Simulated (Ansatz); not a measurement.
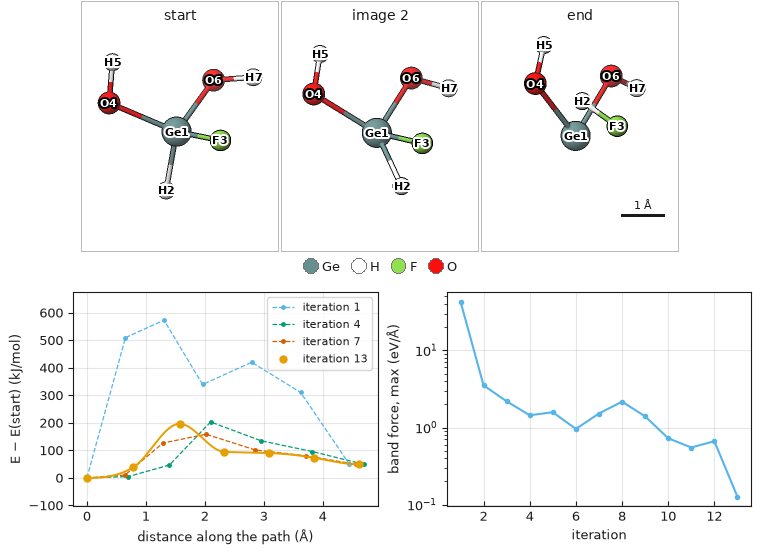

A search for the minimum-energy path of GeH₃O₂F by the nudged elastic band. Images are numbered from 0 (start) to 6 (end). The plot follows the band through its iterations. The picture is a ball-and-stick view, seen at a tilt.

The calculation used RKS PBE/def2-SVP (Ansatz 0.2.0). Set-up: 5 movable images; climbing image; force threshold 0.5 eV/Å; iteration limit 60; starting path through a guess of the saddle point.

Did the band converge, and can the barrier be trusted?

The run met only a loose threshold, so the barrier can't be trusted yet. The band converged in 13 iterations. The largest component of the band force went from 43 to 0.13 eV/Å. The climbing image converged on the top of the path. Its curvatures weren't checked. The force threshold is so loose that the height of the top is at best an upper bound. The first iteration put the highest image at 573.1 kJ/mol. The energy climbs by 196.6 kJ/mol to image 2 and then falls by 147.3 kJ/mol, so the end point sits at +49.4 kJ/mol.

Cost: 110 s on 2 threads of Arm Neoverse V1, on a shared host, peak memory 0.12 GiB.
